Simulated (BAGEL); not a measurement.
**AlSiH3OF2 (SMILES [F][Al]([F])[O][SiH3]): HF/cc-pVDZ (density fitting with qzvpp-jkfit)**

Aim: the energy change on altering one bond length of AlSiH3OF2 at HF/cc-pVDZ (density fitting with qzvpp-jkfit), from 2 runs. 

Program for the calculation: BAGEL 1.2.2.

2 further runs of the same task are left out: 2 that didn't finish. Runs told in other sessions of the task aren't counted.

### 1 Starting point

The species is AlSiH3OF2 (8 atoms), meant as a singlet with charge 0. SMILES: `[F][Al]([F])[O][SiH3]`. The coordinates come from a PBE0-D4/def2-TZVP relaxation.

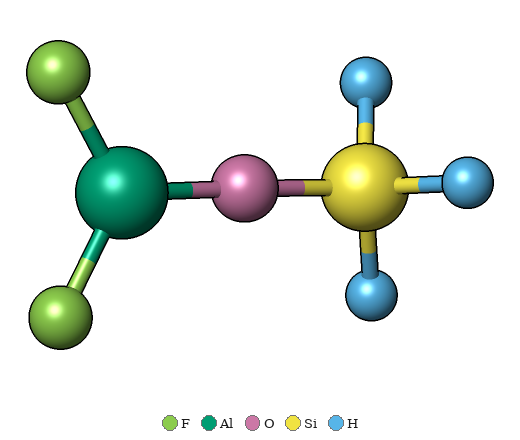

Viewed from a chosen angle; fluorine green, aluminium teal, oxygen pink, silicon yellow, hydrogen blue.

### 2 A single-point energy at HF/cc-pVDZ (density fitting with qzvpp-jkfit)

File input.json:

```json
{ "bagel": [

{
  "title": "molecule",
  "basis": "cc-pvdz.json",
  "df_basis": "qzvpp-jkfit",
  "angstrom": true,
  "geometry": [
    { "atom": "F", "xyz": [    1.804800,   -1.724100,    1.720400 ] },
    { "atom": "Al", "xyz": [    0.792000,   -1.595300,    0.444600 ] },
    { "atom": "F", "xyz": [    0.487500,   -2.943200,   -0.427700 ] },
    { "atom": "O", "xyz": [    0.097200,   -0.144800,    0.048300 ] },
    { "atom": "Si", "xyz": [   -0.610500,    1.263800,   -0.365200 ] },
    { "atom": "H", "xyz": [   -0.891200,    2.060200,    0.856600 ] },
    { "atom": "H", "xyz": [   -1.885900,    0.995600,   -1.077700 ] },
    { "atom": "H", "xyz": [    0.298200,    2.030600,   -1.255200 ] }
  ]
},
{ "title": "hf" },
{ "title": "print", "file": "orbitals.molden", "orbitals": true }

]}
```

The basis set cc-pVDZ is read from a file made from the Basis Set Exchange's data (not shown).

Launch:

```
$ BAGEL_NUM_THREADS=1 BAGEL input.json > input.out
```

The program printed:

```text
* using 1 threads per process

  ===============================================================
  ===============================================================

  *** Geometry ***

  { "atom" : "F", "xyz" : [      3.410578,     -3.258077,      3.251085 ] },
  { "atom" : "Al", "xyz" : [      1.496663,     -3.014680,      0.840172 ] },
  { "atom" : "F", "xyz" : [      0.921241,     -5.561842,     -0.808236 ] },
  { "atom" : "O", "xyz" : [      0.183681,     -0.273632,      0.091274 ] },
  { "atom" : "Si", "xyz" : [     -1.153678,      2.388236,     -0.690128 ] },
  { "atom" : "H", "xyz" : [     -1.684124,      3.893214,      1.618739 ] },
  { "atom" : "H", "xyz" : [     -3.563835,      1.881411,     -2.036558 ] },
  { "atom" : "H", "xyz" : [      0.563516,      3.837278,     -2.371984 ] },

  Number of auxiliary basis functions:      541

  Since a DF basis is specified, we compute 2- and 3-index integrals:
    o Being stored without compression. Storage requirement is 0.037 GB

  Number of basis functions:       93
  Number of electrons      :       56

    * METHOD: MOLECULE                             0.22

  *** RHF ***

  === Nuclear Repulsion ===
   278.5982435354

      * DIIS with orbital gradients will be used.

  === RHF iteration (cc-pvdz.json) ===
      0       -806.19532956          0.01823754           0.07
      1       -806.42032932          0.01330496           0.07
      2       -806.58211153          0.00093508           0.07
      3       -806.58306210          0.00037173           0.07
      4       -806.58319642          0.00009556           0.07
      5       -806.58320625          0.00001754           0.07
      6       -806.58320678          0.00000478           0.07
      7       -806.58320683          0.00000122           0.07
      8       -806.58320683          0.00000034           0.07
      9       -806.58320683          0.00000013           0.07
     10       -806.58320683          0.00000003           0.07
     11       -806.58320683          0.00000001           0.07
     12       -806.58320683          0.00000000           0.07
    * SCF iteration converged.

    * Permanent dipole moment:
           (    0.280612,    -0.565024,     0.159875) a.u.

    * METHOD: HF                                   1.06

    * METHOD: PRINT                                0.01

  ===============================================================
```

It took 1.5 s on 1 thread of AMD EPYC 9R45 (Zen 5), shared host; peak memory 0.15 GiB.

### 3 The distorted shape at the same level

File calc.json:

```json
{ "bagel": [

{
  "title": "molecule",
  "basis": "cc-pvdz.json",
  "df_basis": "qzvpp-jkfit",
  "angstrom": true,
  "geometry": [
    { "atom": "F", "xyz": [       1.350450,      -2.107500,       2.165400 ] },
    { "atom": "Al", "xyz": [       0.337650,      -1.978700,       0.889600 ] },
    { "atom": "F", "xyz": [       0.033150,      -3.326600,       0.017300 ] },
    { "atom": "O", "xyz": [      -0.357150,      -0.528200,       0.493300 ] },
    { "atom": "Si", "xyz": [      -1.064850,       0.880400,       0.079800 ] },
    { "atom": "H", "xyz": [      -1.345550,       1.676800,       1.301600 ] },
    { "atom": "H", "xyz": [      -2.340250,       0.612200,      -0.632700 ] },
    { "atom": "H", "xyz": [       0.298200,       2.030600,      -1.255200 ] }
  ]
},

{
  "title": "hf"
},

{
  "title": "print",
  "file": "orbitals.molden",
  "orbitals": true
}

]}
```

The basis set cc-pVDZ is read from a file made from the Basis Set Exchange's data (not shown).

Launch:

```
$ BAGEL_NUM_THREADS=1 BAGEL calc.json > calc.out
```

The program printed:

```text
* using 1 threads per process

  ===============================================================
  ===============================================================

  *** Geometry ***

  { "atom" : "F", "xyz" : [      2.551981,     -3.982598,      4.092013 ] },
  { "atom" : "Al", "xyz" : [      0.638066,     -3.739201,      1.681100 ] },
  { "atom" : "F", "xyz" : [      0.062644,     -6.286363,      0.032692 ] },
  { "atom" : "O", "xyz" : [     -0.674916,     -0.998153,      0.932202 ] },
  { "atom" : "Si", "xyz" : [     -2.012275,      1.663715,      0.150800 ] },
  { "atom" : "H", "xyz" : [     -2.542721,      3.168693,      2.459668 ] },
  { "atom" : "H", "xyz" : [     -4.422432,      1.156890,     -1.195630 ] },
  { "atom" : "H", "xyz" : [      0.563516,      3.837278,     -2.371984 ] },

  Number of auxiliary basis functions:      541

  Since a DF basis is specified, we compute 2- and 3-index integrals:
    o Being stored without compression. Storage requirement is 0.037 GB

  Number of basis functions:       93
  Number of electrons      :       56

    * METHOD: MOLECULE                             0.22

  *** RHF ***

  === Nuclear Repulsion ===
   276.1672663314

      * DIIS with orbital gradients will be used.

  === RHF iteration (cc-pvdz.json) ===
      0       -806.11193476          0.01822531           0.07
      1       -806.33487419          0.01347609           0.07
      2       -806.50077225          0.00094683           0.07
      3       -806.50182861          0.00041266           0.06
      4       -806.50200034          0.00009469           0.07
      5       -806.50201032          0.00001758           0.07
      6       -806.50201079          0.00000506           0.07
      7       -806.50201083          0.00000125           0.07
      8       -806.50201084          0.00000033           0.07
      9       -806.50201084          0.00000013           0.07
     10       -806.50201084          0.00000003           0.07
     11       -806.50201084          0.00000001           0.07
     12       -806.50201084          0.00000000           0.07
    * SCF iteration converged.

    * Permanent dipole moment:
           (    0.655534,    -0.199073,    -0.233771) a.u.

    * METHOD: HF                                   1.06

    * METHOD: PRINT                                0.01

  ===============================================================
```

Run time: 1.5 s. Hardware: 1 thread of AMD EPYC 9R45 (Zen 5), shared host; peak memory 0.15 GiB.

### 4 Results

Level: HF/cc-pVDZ (density fitting with qzvpp-jkfit).

```
                                                          quantity          value
                                         first shape: total energy  -806.58321 Eh
                                        first shape: dipole moment         1.65 D
                                          first shape: HOMO energy      -12.67 eV
                                          first shape: LUMO energy        2.02 eV
                                        first shape: HOMO–LUMO gap       14.69 eV
                                     distorted shape: total energy  -806.50201 Eh
                                    distorted shape: dipole moment         1.84 D
                                      distorted shape: HOMO energy      -10.35 eV
                                      distorted shape: LUMO energy        1.83 eV
                                    distorted shape: HOMO–LUMO gap       12.18 eV
energy change with the Si5–H8 bond stretched from 1.485 to 2.228 Å       2.209 eV
```

With the Si5–H8 bond stretched from 1.485 to 2.228 Å the energy rises by 2.21 eV (213 kJ/mol). The first shape isn't relaxed at this level, so the change isn't measured from a minimum.
